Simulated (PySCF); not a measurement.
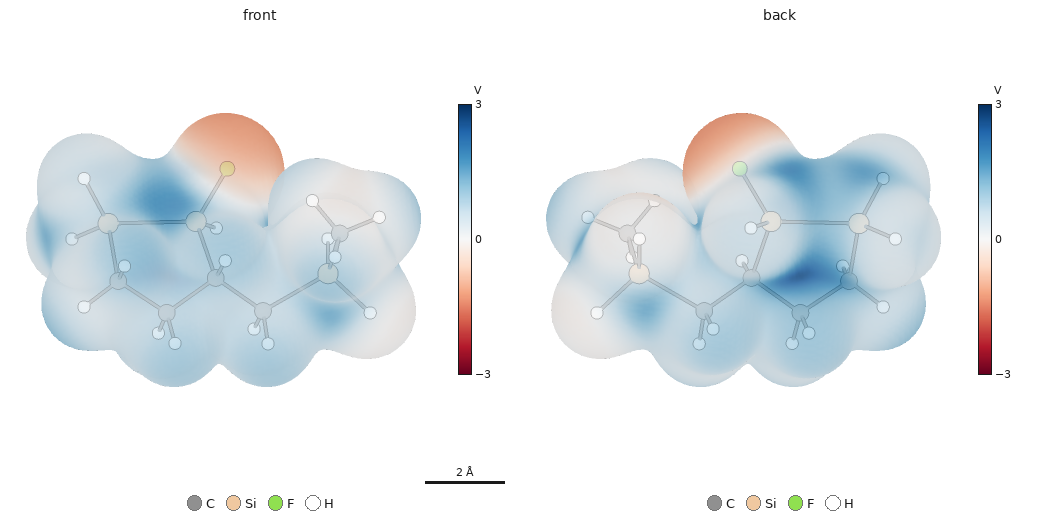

C₅H₁₅FSi₃. The molecular electrostatic potential painted on the density surface at 0.004 e/bohr³, seen from the front and from behind; red is negative and blue positive.

Geometry: GFN2-xTB.

These are results of PySCF, PBE0/pcSseg-1, SCF density, gas phase, non-relativistic, not measurements.

Input file:

```
{"job": {"kind": "nmr", "xc": "PBE0", "basis": "pcSseg-1"}, "charge": 0, "multiplicity": 1}
C      3.100074     0.756576     0.546108
Si     2.585790    -0.745622    -0.492246
C      0.846847    -1.339994     0.018503
C     -0.214119    -0.242229     0.113169
C     -1.536643    -0.808530     0.652809
C     -2.635187     0.256408     0.739478
Si    -2.792704     1.145379    -0.951259
Si    -0.613795     0.670928    -1.525970
F      0.359454     1.970083    -1.629937
H      2.968167     0.576923     1.609914
H      2.514765     1.631746     0.279181
H      4.145004     1.001787     0.381869
H      2.608889    -0.401203    -1.919725
H      3.518701    -1.859376    -0.258019
H      0.920725    -1.840859     0.989613
H      0.506266    -2.104111    -0.684431
H      0.140144     0.504349     0.835498
H     -1.372698    -1.249447     1.642131
H     -1.869043    -1.617754    -0.006106
H     -3.569060    -0.206511     1.058841
H     -2.366742     0.976508     1.515736
H     -3.219971     2.536313    -0.759874
H     -3.822363     0.490265    -1.769782
H     -0.214235    -0.081864    -2.711015
```

Run with:

```sh
OMP_NUM_THREADS=1 python probes_run.py task.json out
```

Which sites attract a positive test charge, and which a negative one?

Answer. A positive charge is drawn to the negative regions and a negative charge to the positive ones. The most negative region (about −1.3 V) lies over F9, the most positive (about +2.3 V) over Si8.

How polar is the molecule by this calculation?

Answer. Its dipole moment is 2.04 D.
